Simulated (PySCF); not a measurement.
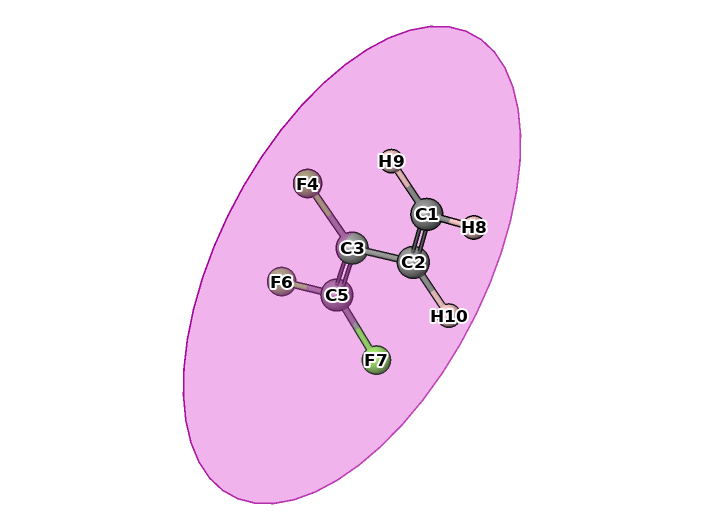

A disc through the centre of mass is drawn in. Distant atoms are faded towards the background colour. The computed structure is the end point of a PBE0-D3(BJ)/def2-SVP optimisation. No frequency run is at hand to confirm it as a minimum.

**Is the plane of the disc a mirror plane of the structure?**

No. The point group is Cs, with 1 mirror plane, and this plane isn't one of its mirror planes.
